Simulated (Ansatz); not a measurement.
Al₃NiPt₂

```
CELL_PARAMETERS angstrom
3.01793 0.00000 0.00000
0.00000 3.01793 0.00000
0.00000 0.00000 9.15172
ATOMIC_POSITIONS crystal
Al 0.00000 0.00000 0.15053
Al 0.00000 0.00000 0.50000
Al 0.00000 0.00000 0.84947
Ni 0.50000 0.50000 0.00000
Pt 0.50000 0.50000 0.32516
Pt 0.50000 0.50000 0.67484
```

Space group P4/mmm; a structure generated by program, which may or may not match a known phase; computed without spin polarisation.

Theory: DFT PBE, scalar-relativistic, plane waves, PAW (Ansatz 0.2.0).

**What will maps of the valence pseudo-density and electron localisation function show?**

Al–Ni (2.54 Å): ρ is about 0.28 e/Å³ halfway; the ELF is about 0.40 at the midpoint.
Al–Pt (2.67 Å): ρ is about 0.35 e/Å³ halfway; the ELF is about 0.40 at the midpoint.
Al–Al (2.76 Å): ρ is about 0.23 e/Å³ halfway; the ELF reaches about 0.60 near the midpoint.
Ni–Pt (2.98 Å): ρ is about 0.25 e/Å³ halfway; the ELF is about 0.30 at the midpoint: no shared electron pair shows on this line.
Bader's partition of the density gives Al +1.77 to +2.05, Ni −1.47 and Pt −2.06 e.

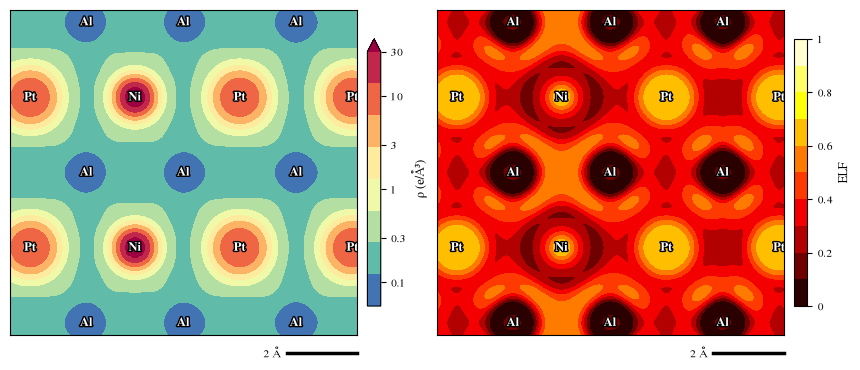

Computed valence pseudo-density and electron localisation function on the (11̄0) plane of the conventional cell, in this order. 

In a PAW calculation such maps are meaningful between the atoms, not at the nuclei.
